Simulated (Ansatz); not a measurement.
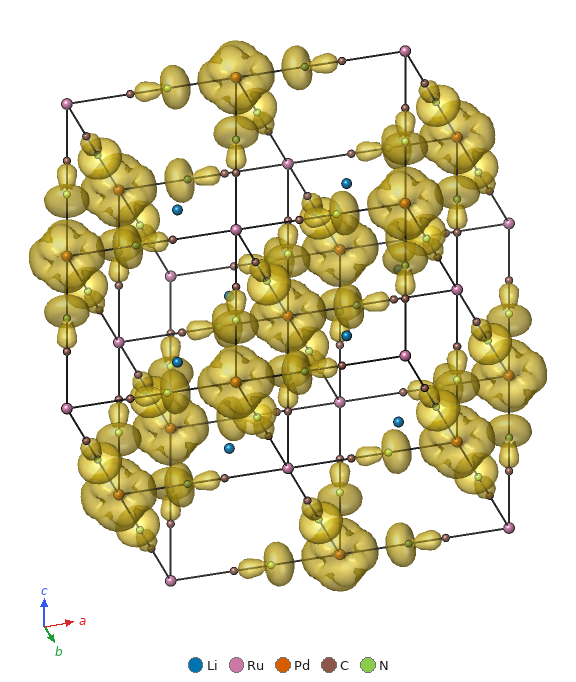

Figure 1: Li$_{2}$PdRuC$_{6}$N$_{6}$. Isosurfaces of the spin density at +0.03 (yellow) and −0.03 e/Å³ (cyan), seen at an oblique angle. Sticks mark near contacts.

Space group Fm-3m; a structure generated by program, which may or may not match a known phase; spin-polarised.

Theory: Ansatz, DFT PBE, scalar-relativistic, plane waves, PAW.

The density is the valence pseudo-density of a PAW calculation; it isn't the true density close to the nuclei.

> Which atoms carry the moments, and with what signs?

The spin density sits on Pd: +1.3 μB (×4) in one cell of 64 atoms, with smaller moments on other sites: N (up to +0.05 μB): parallel main moments, as they must be, since the calculation's own cell holds one magnetic site. The cell of the calculation (16 atoms) carries 2.0 μB of net spin moment.
